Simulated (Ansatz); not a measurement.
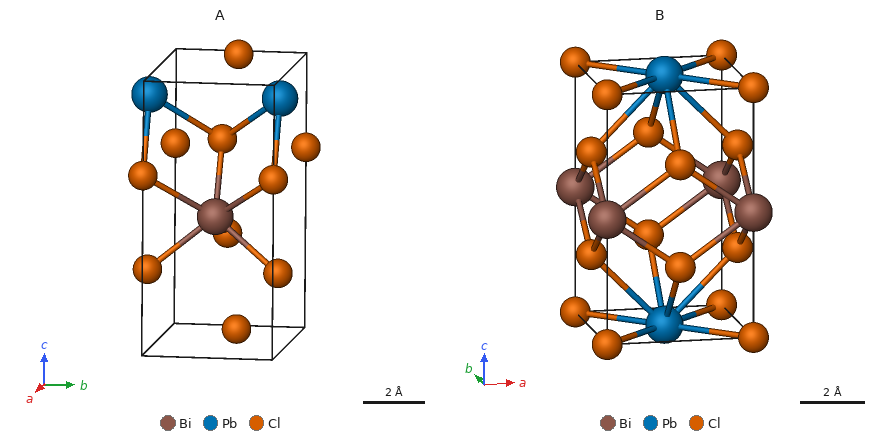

Two structures of BiPbCl5, each relaxed to rest (conventional cells in solid outline, small ones repeated, not to one scale). Method: DFT PBE, scalar-relativistic, plane waves, PAW in Ansatz 0.2.0, without spin polarisation.

Question: Which structures are these?

Answer: A: 7 atoms a cell on a primitive monoclinic lattice, Pm. B: 7 atoms a cell on a primitive tetragonal lattice, P4/mmm.

Question: What is the energy order of the two?

Answer: A is lower, by 106 meV/atom at this level of theory (energies at zero smearing). Volumes: A 34.4, B 25.5 Å³/atom.

One or both may be structure types tried for this composition rather than known phases.
